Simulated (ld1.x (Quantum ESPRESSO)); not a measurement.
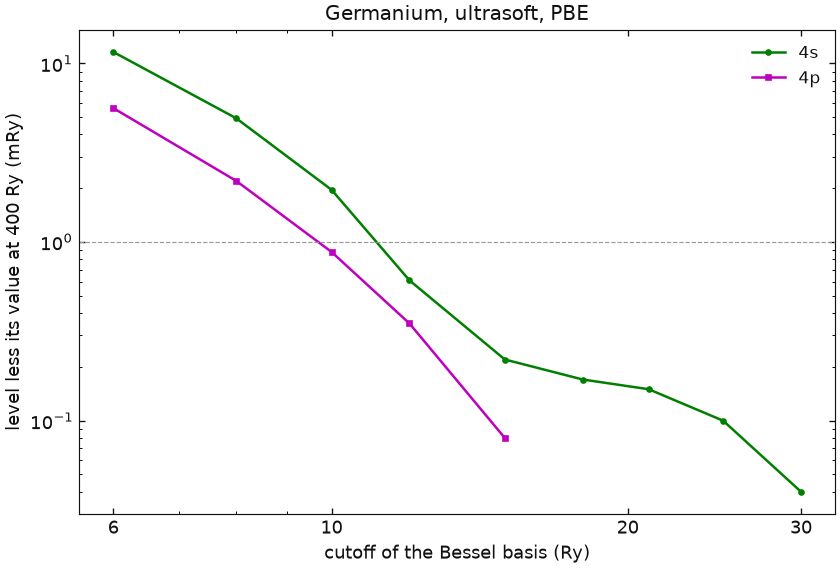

The pseudo-atom Hamiltonian at the reference potential is diagonalised in spherical Bessel functions (20 bohr box) up to the cutoff. Curves: distance of each valence level from its value at 400 Ry.

Ld1.x (Quantum ESPRESSO) 7.5 input:

```
&input
   title='Ge', zed=32., rel=1, dft='PBE', iswitch=3,
   config='[Ar] 3d10 4s2 4p2 4d-2'
 /
 &inputp
   pseudotype=3, tm=.true., lloc=2,
   nlcc=.true.,
   which_augfun='PSQ', rmatch_augfun_nc=.true.
 /
5
4S  1  0   2.00   0.00  1.45  1.75  0.0
4S  1  0   0.00   0.05  1.45  1.75  0.0
4P  2  1   2.00   0.00  2.00  2.20  0.0
4P  2  1   0.00   3.95  2.00  2.20  0.0
4D  3  2  -2.00   0.15  2.05  2.05  0.0
 &test
   configts(1)='4s2 4p2'
 /
```

At which cutoff does each level come within 1 mRy for good?

4s: 12 Ry; 4p: 10 Ry.

From which cutoff is the occupation-weighted sum of levels good to 10 mRy, and to 1 mRy?

10 Ry and 15 Ry, on the ladder of cutoffs that was run.
